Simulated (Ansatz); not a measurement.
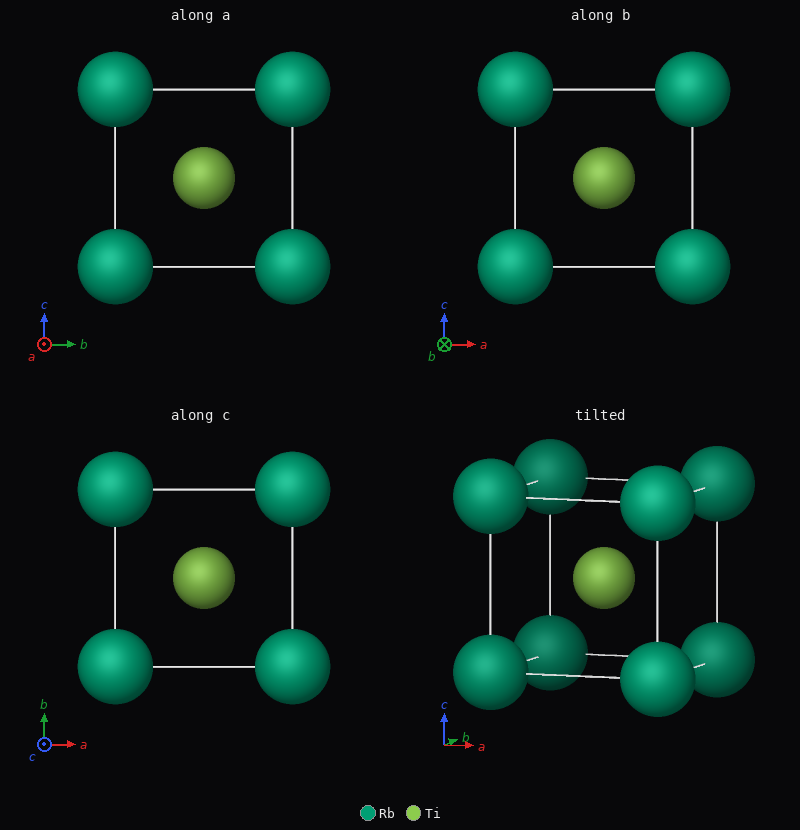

Crystal structure, spheres-only style, seen along the a axis, along the b axis, along the c axis and slightly off an axis. The frame is the conventional unit cell; atoms at its boundary are shown with their periodic copies.

Lattice parameters: a = 4.0329 Å, b = 4.0329 Å, c = 4.0329 Å, α = 90.000°, β = 90.000°, γ = 90.000°.

From the views, write a CIF in P1 with every atom of the cell.

```cif
data_structure
_symmetry_space_group_name_H-M 'P 1'
_symmetry_Int_Tables_number 1
_cell_length_a 4.0329
_cell_length_b 4.0329
_cell_length_c 4.0329
_cell_angle_alpha 90.000
_cell_angle_beta 90.000
_cell_angle_gamma 90.000
_cell_volume 65.59
loop_
_atom_site_label
_atom_site_type_symbol
_atom_site_fract_x
_atom_site_fract_y
_atom_site_fract_z
_atom_site_occupancy
Rb1 Rb 0.0000 0.0000 0.0000 1
Ti1 Ti 0.5000 0.5000 0.5000 1
```

It derives from a structure type filled with these elements by a generator (whether the compound takes this form wasn't checked). The cell was then strained or its atoms displaced on purpose. It was run through Ansatz as a DFT input.
